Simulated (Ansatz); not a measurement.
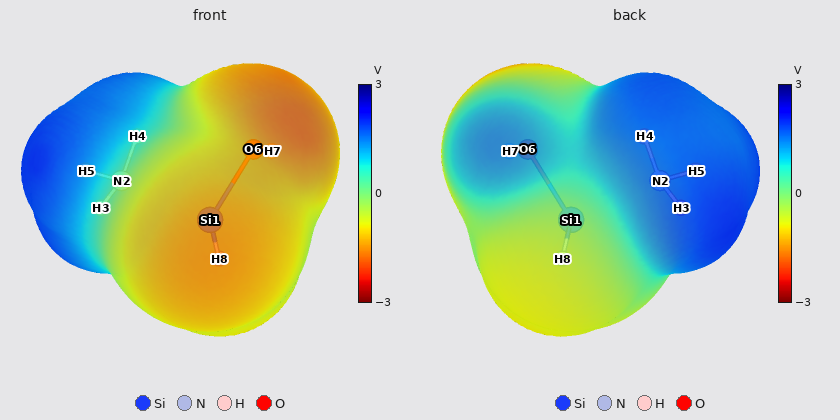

The picture shows: H2OSi···NH3. The molecular electrostatic potential painted on the density surface at 0.001 e/bohr³, seen from the front and from behind; red is negative and blue positive.

Method: RKS revPBE-D4/def2-SVP in Ansatz 0.2.0.

```xyz
8

Si    0.1382   -0.1635   -0.7498
N     1.0555   -0.1188    1.2218
H     0.7962   -0.8766    1.8691
H     0.7216    0.7762    1.6108
H     2.0826   -0.0734    1.1802
O    -0.5578    1.4129   -0.4900
H    -1.4192    1.3840   -0.0366
H    -0.9961   -1.0213   -0.0745
```

**Which sites attract a positive test charge, and which a negative one?**

A positive charge is drawn to the negative regions and a negative charge to the positive ones. The most negative region (about −1.8 V) lies over O6, the most positive (about +2.0 V) over H3 and H5. O6 is the likeliest acceptor of a hydrogen bond.
